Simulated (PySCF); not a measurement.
# [CoBr2]+: triplet, from a bent start

Where does triplet [CoBr2]+ go from a bent start, is the end point a minimum, and what are its modes, charges and moments?

Program: PySCF 2.14.0. Level of theory: B3LYP, basis Co def2-SVP, Br def2-SVP, no relativity, density fitting. These are calculated values, not measurements.

## Step 1: The system as given

3 atoms, charge 1, spin multiplicity 3.

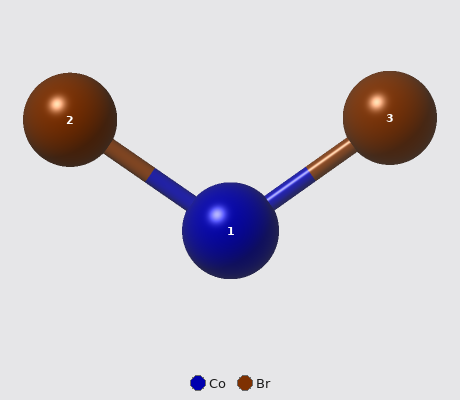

Start geometry, drawn with cobalt blue, bromine brown; atoms are numbered from 1 in the order of the file.

Z-matrix (Å, degrees; charge 1 multiplicity 3):
```
Co
Br 1 2.2050
Br 1 2.2050 2 110.00
```

## Step 2: The SCF at the typed geometry

The steps below are one call of a driver around PySCF. For each, scf.py gives the equivalent set-up of the SCF; relaxations use the driver's own optimiser. After this first run the driver tries any further starts and a stability analysis.

The input, scf.py:

```python
from pyscf import gto, scf, dft
mol = gto.M(atom='''
Co     0.000000     0.000000     0.000000
Br     1.806200     0.000000     1.264700
Br    -1.806200     0.000000     1.264700''',
    basis={'Co': 'def2-SVP', 'Br': 'def2-SVP'},
    charge=1, spin=2)
mf = dft.UKS(mol, xc='B3LYP')
mf.grids.atom_grid = (50, 194)
aux = {'Co': 'def2-universal-JKFIT', 'Br': 'def2-universal-JKFIT'}
mf = mf.density_fit(auxbasis=aux)
mf.conv_tol = 1e-08
mf.diis_space = 10
mf.max_cycle = 60
mf.init_guess = 'minao'
mf.verbose = 4
mf.kernel()
```

Started as:

```sh
$ OMP_NUM_THREADS=2 python axn.py task.json out
```

After this run come: Bent start, triplet: relaxation; Frequencies.

Q: Predict the outcome of this session. Wanted: minimum; geometry; wavenumbers; dipole moment; highest occupied, lowest empty level; polar-tensor charge of Co1; zero-point energy; ⟨S²⟩.

As calculated:

| quantity | value |
| --- | --- |
| minimum | broken-symmetry (Ms = 1), C2v |
| geometry | Co–Br 2.279 Å (×2); Br–Co–Br 86.4° |
| wavenumbers (cm⁻¹) | 86 (a1), 269 (b2), 277 (a1) |
| dipole moment (centre of mass) | 5.01 D |
| highest occupied, lowest empty level (either spin) | -13.64, -11.25 eV |
| polar-tensor charge of Co1 | +0.98 e |
| zero-point energy | 3.8 kJ/mol |
| entropy at 298.15 K | 327.2 J/(mol K) |
| ⟨S²⟩ | 2.754 |

What this shows: The molecule stays C2v, as typed, and the end point is a minimum. The determinant is spin-contaminated (⟨S²⟩ = 2.75 against 2.00), so it is no pure spin state. The strongest infrared band lies at 277 cm⁻¹ (a1). The first SCF alone would have been 4 kJ/mol too high. Only this shape and spin were tried, so other structures or states may lie lower. One determinant may miss the lowest occupation of an open d or f shell.
